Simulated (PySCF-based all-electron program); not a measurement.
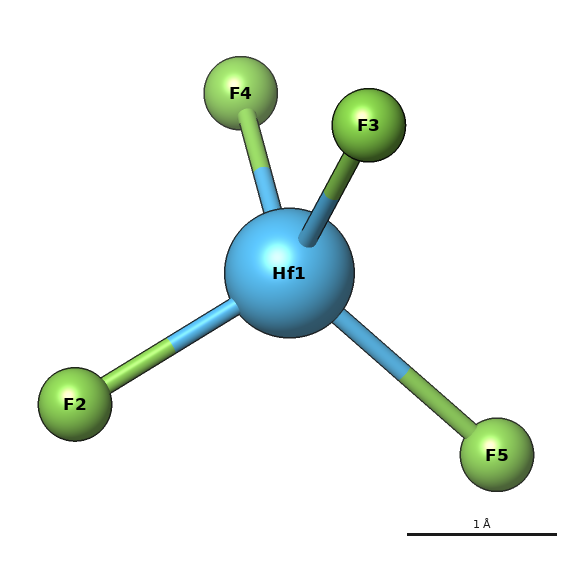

(Drawn from a calculation with PySCF-based all-electron program.)

The atoms are numbered. Charge 0, singlet. Geometry: a fixed input geometry, not necessarily a minimum.

> How are the neighbours of atom 1 arranged?

Hf1 has 4 neighbours (F2 at 1.72, F3 at 1.91, F4 at 1.92, F5 at 1.92 Å); the arrangement is tetrahedral.
